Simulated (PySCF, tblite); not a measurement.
# C₄H₅F₄N: a rotation path, then NMR shifts on frames, part 2 of 2

tblite 0.8.0 and PySCF 2.14.0. Atoms count from 0. The steps go on from the part before.

## Step 5: Shielding tensors: image 4, PBE0/pcSseg-1

The job: settings as JSON, then the geometry in Å.

```
{"job": {"kind": "nmr", "xc": "PBE0", "basis": "pcSseg-1", "pop": false}, "charge": 0, "multiplicity": 1}
C     -1.883600    -1.139600     0.116800
N     -0.768200    -0.777200     0.550800
C      0.023400     0.173300    -0.178500
C      0.326600     1.374200     0.728000
F     -0.798400     2.139000     0.843300
C      1.334100    -0.515300    -0.606800
F      1.391000    -1.798700    -0.256700
F      2.428800     0.067200    -0.095800
F      1.479800    -0.474200    -1.940300
H     -2.442500    -1.854500     0.700000
H     -2.332900    -0.779500    -0.813600
H     -0.472300     0.538200    -1.098300
H      0.606500     1.036400     1.729700
H      1.106900     2.010200     0.299300
```

With the program's defaults for keys left out, this is: GIAO PBE0/pcSseg-1 NMR shielding, non-relativistic, gas phase.

The program printed:

```text
coarse grid: 12856 points
cycle   1  E = -608.6173381486  dE =  1.384e+00  |g| = 9.761e-01  |ddm| = 3.247e+00
cycle   2  E = -608.4429777054  dE =  1.744e-01  |g| = 1.477e+00  |ddm| = 1.412e+00
cycle   3  E = -608.7766347458  dE = -3.337e-01  |g| = 5.374e-02  |ddm| = 8.833e-01
cycle   4  E = -608.7770173536  dE = -3.826e-04  |g| = 3.112e-02  |ddm| = 6.103e-02
cycle   5  E = -608.7772075779  dE = -1.902e-04  |g| = 8.189e-03  |ddm| = 2.702e-02
cycle   6  E = -608.7772184946  dE = -1.092e-05  |g| = 2.423e-03  |ddm| = 6.194e-03
cycle   7  E = -608.7772194264  dE = -9.318e-07  |g| = 7.990e-04  |ddm| = 1.848e-03
final grid: 129104 points
cycle   8  E = -608.8546681226  dE = -5.609e-05  |g| = 7.341e-03  |ddm| = 2.869e-02
cycle   9  E = -608.8546623545  dE =  5.768e-06  |g| = 9.708e-03  |ddm| = 1.246e-02
cycle  10  E = -608.8546795416  dE = -1.719e-05  |g| = 1.315e-03  |ddm| = 6.813e-03
cycle  11  E = -608.8546798450  dE = -3.033e-07  |g| = 4.446e-04  |ddm| = 1.101e-03
cycle  12  E = -608.8546798803  dE = -3.539e-08  |g| = 1.862e-04  |ddm| = 3.643e-04
cycle  13  E = -608.8546798870  dE = -6.674e-09  |g| = 2.881e-05  |ddm| = 1.436e-04
cycle  14  E = -608.8546798872  dE = -1.571e-10  |g| = 7.566e-06  |ddm| = 2.790e-05
converged SCF energy = -608.8546798872

GIAO shielding tensors (ppm)
atom      isotropic    diamagn.    paramagn.     s11        s22        s33       span
  0 C       23.820     253.614    -229.794    -73.727     27.186    118.000    191.727
  1 N     -130.086     326.676    -456.762   -495.581   -138.135    243.458    739.039
  2 C      106.054     249.869    -143.814     94.993    106.897    116.273     21.280
  3 C      100.680     240.118    -139.438     70.334     81.551    150.154     79.819
  4 F      427.509     471.285     -43.776    384.389    431.168    466.970     82.581
  5 C       54.336     240.612    -186.276     51.075     55.007     56.926      5.852
  6 F      251.124     472.323    -221.199    176.306    259.319    317.748    141.442
  7 F      261.248     472.304    -211.056    183.012    258.531    342.201    159.189
  8 F      235.623     472.814    -237.191    172.868    198.259    335.743    162.875
  9 H       24.096      28.899      -4.803     22.713     23.350     26.226      3.513
 10 H       23.913      30.355      -6.442     20.401     24.164     27.174      6.773
 11 H       27.846      32.152      -4.306     25.416     28.897     29.226      3.810
 12 H       26.493      28.124      -1.630     22.430     27.423     29.627      7.197
 13 H       26.504      28.407      -1.903     21.729     27.640     30.144      8.415
```

It took 55 s on 1 thread, shared host.

Key values: δ C0 163.1, C5 132.6, C3 86.2, C2 80.9, H10 7.80, H9 7.62 ppm.

## Step 6: Nuclear shieldings: image 6, PBE0/pcSseg-1

The job: settings as JSON, then the geometry in Å.

```
{"job": {"kind": "nmr", "xc": "PBE0", "basis": "pcSseg-1", "pop": false}, "charge": 0, "multiplicity": 1}
C     -1.862600    -1.174400     0.218400
N     -0.748200    -0.765600     0.613500
C      0.004500     0.156800    -0.188200
C      0.323000     1.413600     0.631700
F     -0.793700     2.193100     0.719200
C      1.324600    -0.512900    -0.593700
F      1.202200    -1.830300    -0.760100
F      2.305100    -0.321200     0.296300
F      1.772000    -0.017100    -1.758300
H     -2.399600    -1.867500     0.846300
H     -2.333000    -0.873200    -0.722500
H     -0.515600     0.449300    -1.120300
H      0.618800     1.136900     1.647600
H      1.101800     2.011900     0.147900
```

Method: GIAO PBE0/pcSseg-1 NMR shielding, non-relativistic, gas phase.

The program printed:

```text
coarse grid: 12856 points
cycle   1  E = -608.6232572385  dE =  1.385e+00  |g| = 9.724e-01  |ddm| = 3.239e+00
cycle   2  E = -608.4526619918  dE =  1.706e-01  |g| = 1.467e+00  |ddm| = 1.409e+00
cycle   3  E = -608.7810440753  dE = -3.284e-01  |g| = 5.333e-02  |ddm| = 8.874e-01
cycle   4  E = -608.7814245329  dE = -3.805e-04  |g| = 3.047e-02  |ddm| = 6.225e-02
cycle   5  E = -608.7816077567  dE = -1.832e-04  |g| = 8.631e-03  |ddm| = 2.785e-02
cycle   6  E = -608.7816198028  dE = -1.205e-05  |g| = 3.108e-03  |ddm| = 6.872e-03
cycle   7  E = -608.7816215970  dE = -1.794e-06  |g| = 9.286e-04  |ddm| = 2.376e-03
final grid: 129104 points
cycle   8  E = -608.8589529664  dE = -5.718e-05  |g| = 7.227e-03  |ddm| = 2.821e-02
cycle   9  E = -608.8589479063  dE =  5.060e-06  |g| = 9.404e-03  |ddm| = 1.220e-02
cycle  10  E = -608.8589641804  dE = -1.627e-05  |g| = 1.275e-03  |ddm| = 6.648e-03
cycle  11  E = -608.8589644544  dE = -2.740e-07  |g| = 4.146e-04  |ddm| = 1.097e-03
cycle  12  E = -608.8589644834  dE = -2.895e-08  |g| = 1.937e-04  |ddm| = 3.484e-04
cycle  13  E = -608.8589644908  dE = -7.395e-09  |g| = 2.940e-05  |ddm| = 1.454e-04
cycle  14  E = -608.8589644909  dE = -1.610e-10  |g| = 7.450e-06  |ddm| = 2.767e-05
converged SCF energy = -608.8589644909

GIAO shielding tensors (ppm)
atom      isotropic    diamagn.    paramagn.     s11        s22        s33       span
  0 C       22.586     253.637    -231.051    -76.174     26.058    117.875    194.049
  1 N     -127.654     326.859    -454.512   -489.298   -139.732    246.069    735.367
  2 C      106.026     249.573    -143.547     93.382    105.293    119.402     26.020
  3 C      100.613     240.310    -139.697     70.024     81.433    150.382     80.359
  4 F      427.899     471.097     -43.198    388.917    427.152    467.629     78.712
  5 C       54.577     241.721    -187.143     51.932     54.006     57.793      5.861
  6 F      252.684     472.757    -220.072    175.308    258.819    323.926    148.618
  7 F      265.600     472.876    -207.276    184.134    267.996    344.670    160.535
  8 F      249.529     472.672    -223.142    168.765    235.917    343.906    175.141
  9 H       24.092      28.888      -4.796     22.775     23.289     26.212      3.437
 10 H       23.853      30.407      -6.553     20.260     24.235     27.065      6.804
 11 H       27.950      32.194      -4.244     25.947     28.670     29.232      3.285
 12 H       26.394      28.153      -1.760     22.091     27.291     29.800      7.709
 13 H       26.600      28.175      -1.575     22.170     27.872     29.758      7.588
```

It took 52 s on 1 thread, shared host.

This run: δ C0 164.3, C5 132.3, C3 86.3, C2 80.9, H10 7.86, H9 7.63 ppm.

## Step 7: Shielding tensors: image 8, PBE0/pcSseg-1

The job: settings as JSON, then the geometry in Å.

```
{"job": {"kind": "nmr", "xc": "PBE0", "basis": "pcSseg-1", "pop": false}, "charge": 0, "multiplicity": 1}
C     -1.832100    -1.184200     0.319400
N     -0.708000    -0.749500     0.653200
C      0.008300     0.147100    -0.208000
C      0.301100     1.450500     0.546100
F     -0.840100     2.198900     0.605300
C      1.328300    -0.525300    -0.588600
F      1.125200    -1.671000    -1.247500
F      2.095200    -0.803800     0.466200
F      2.059900     0.256000    -1.400000
H     -2.339800    -1.844600     1.004500
H     -2.336700    -0.935900    -0.618600
H     -0.524900     0.378600    -1.149400
H      0.610000     1.233000     1.572500
H      1.052900     2.049800     0.022800
```

Method: GIAO PBE0/pcSseg-1 NMR shielding, non-relativistic, gas phase.

The program printed:

```text
coarse grid: 12856 points
cycle   1  E = -608.6257937260  dE =  1.384e+00  |g| = 9.703e-01  |ddm| = 3.233e+00
cycle   2  E = -608.4574051377  dE =  1.684e-01  |g| = 1.461e+00  |ddm| = 1.382e+00
cycle   3  E = -608.7826967695  dE = -3.253e-01  |g| = 5.347e-02  |ddm| = 8.687e-01
cycle   4  E = -608.7830722778  dE = -3.755e-04  |g| = 3.107e-02  |ddm| = 6.290e-02
cycle   5  E = -608.7832588562  dE = -1.866e-04  |g| = 9.986e-03  |ddm| = 2.870e-02
cycle   6  E = -608.7832750377  dE = -1.618e-05  |g| = 3.925e-03  |ddm| = 7.986e-03
cycle   7  E = -608.7832781765  dE = -3.139e-06  |g| = 8.837e-04  |ddm| = 2.841e-03
final grid: 129104 points
cycle   8  E = -608.8614551950  dE = -5.573e-05  |g| = 7.593e-03  |ddm| = 2.622e-02
cycle   9  E = -608.8614486333  dE =  6.562e-06  |g| = 1.014e-02  |ddm| = 1.259e-02
cycle  10  E = -608.8614672837  dE = -1.865e-05  |g| = 1.347e-03  |ddm| = 6.988e-03
cycle  11  E = -608.8614676048  dE = -3.211e-07  |g| = 4.633e-04  |ddm| = 1.145e-03
cycle  12  E = -608.8614676438  dE = -3.905e-08  |g| = 1.846e-04  |ddm| = 3.702e-04
cycle  13  E = -608.8614676503  dE = -6.501e-09  |g| = 2.916e-05  |ddm| = 1.411e-04
cycle  14  E = -608.8614676505  dE = -1.528e-10  |g| = 7.628e-06  |ddm| = 2.735e-05
converged SCF energy = -608.8614676505

GIAO shielding tensors (ppm)
atom      isotropic    diamagn.    paramagn.     s11        s22        s33       span
  0 C       22.123     253.545    -231.422    -77.536     25.244    118.662    196.198
  1 N     -125.803     326.881    -452.685   -484.321   -136.591    243.503    727.824
  2 C      106.759     249.177    -142.419     96.250    104.721    119.304     23.054
  3 C      100.602     240.532    -139.929     71.054     82.420    148.334     77.280
  4 F      430.620     471.253     -40.633    389.632    426.102    476.126     86.494
  5 C       54.548     242.481    -187.934     53.080     53.638     56.924      3.844
  6 F      255.241     473.153    -217.911    170.856    257.614    337.254    166.398
  7 F      265.120     473.080    -207.960    183.612    273.420    338.328    154.716
  8 F      260.687     472.671    -211.984    174.018    261.235    346.808    172.790
  9 H       24.088      28.891      -4.803     22.740     23.277     26.247      3.508
 10 H       23.837      30.359      -6.522     20.164     24.229     27.118      6.954
 11 H       28.015      32.052      -4.037     26.188     28.506     29.350      3.162
 12 H       26.423      28.085      -1.662     22.172     27.367     29.731      7.559
 13 H       26.510      28.211      -1.701     21.950     27.760     29.822      7.872
```

It took 50 s on 1 thread, shared host.

Key values: δ C0 164.8, C5 132.4, C3 86.3, C2 80.2, H10 7.88, H9 7.63 ppm.

## Step 8: Side by side: NMR shifts

Shifts (ppm) of some atoms, chosen among heavy atoms and hydrogens apart, with basis size and wall time:

| frame | H13 | H11 | N1 | F8 | F7 | F6 | F4 | functions | time |
| --- | --- | --- | --- | --- | --- | --- | --- | --- | --- |
| image 0 | 5.21 | 3.71 | 393.7 | -84.3 | -89.9 | -93.9 | -260.0 | 178 | 62 s |
| image 2 | 5.29 | 3.81 | 396.8 | -74.3 | -88.7 | -86.7 | -259.4 | 178 | 54 s |
| image 4 | 5.21 | 3.87 | 397.8 | -64.7 | -90.3 | -80.2 | -256.6 | 178 | 55 s |
| image 6 | 5.12 | 3.77 | 395.4 | -78.6 | -94.7 | -81.7 | -257.0 | 178 | 52 s |
| image 8 | 5.21 | 3.70 | 393.5 | -89.7 | -94.2 | -84.3 | -259.7 | 178 | 50 s |

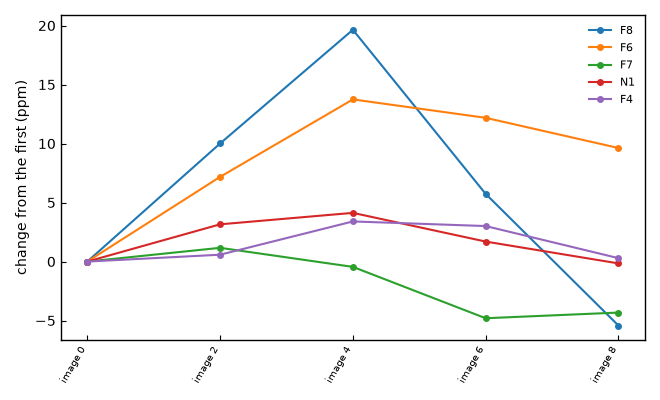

How five of the tabulated atoms move from run to run.

## Step 9: Results

What follows sums up all 2 parts.

| quantity | value |
| --- | --- |
| barrier | 0.113 eV (2.6 kcal/mol) at image 4 |
| end to end (GFN2-xTB) | 0.000 eV |
| 13C shifts against TMS (PBE0/pcSseg-1, image 0) | 164.8, 132.4, 86.4, 80.0 ppm |
| 1H shifts against TMS (PBE0/pcSseg-1, image 0) | 7.88, 7.64, 5.30, 5.21, 3.71 ppm |
| 15N shifts against NH3 (PBE0/pcSseg-1, image 0) | 393.7 ppm |
| 19F shifts against CFCl3 (PBE0/pcSseg-1, image 0) | -84.3, -89.9, -93.9, -260.0 ppm |
| range of the shift of F8 | -89.7 to -64.7 ppm |

Along the band the dihedral turns by 120°, and the top (dihedral 3°) lies 2.6 kcal/mol above the start (GFN2-xTB, rough), so at room temperature this motion is fast. The top was not checked by a frequency run. Shifts at one fixed geometry are not the observed spectrum, which averages over the motion. In the first frame run (image 0): Shielding is most anisotropic at N1 (span 728 ppm, paramagnetic term -453 ppm). In ppm, F8 moves most: its shift spreads over 25.1 ppm, from -89.7 (image 8) to -64.7 (image 4).
